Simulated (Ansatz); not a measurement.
One stationary structure of MgO. Method: PBEsol (plane waves to 420 eV, PAW, scalar-relativistic; Ansatz, a first-principles code).

Fm-3m (No. 225), cF8, rock salt type; a = 4.2141 Å, b = 4.2141 Å, c = 4.2141 Å, α = 90.00°, β = 90.00°, γ = 90.00°.

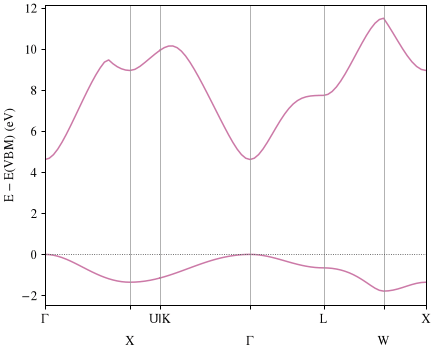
*Highest filled and lowest empty band along the path of this cell's Brillouin zone*

Problem. Read off the gap and say whether it is direct.

Solution. 4.62 eV, direct at Γ (no spin-orbit coupling).

Problem. How far does the top valence band disperse along this path?

Solution. About 1.8 eV.

No spin polarisation in the result.

Measured for MgO: a 4.189 Å (static lattice; corrected from measurement; as listed in Daniel Mejia-Rodriguez, S. B. Trickey, Phys. Rev. B (2018)); gap 8.36 eV (static lattice; corrected from measurement; as listed in Wei Chen et al., Physical Review Materials (2018)). Computed minus measured — a: PBEsol +0.6 %; gap: PBEsol -3.74 eV. The computed values are for a static lattice, and a measured gap can be an optical one, lowered by exciton binding.

The run could not lose the symmetry of its start.
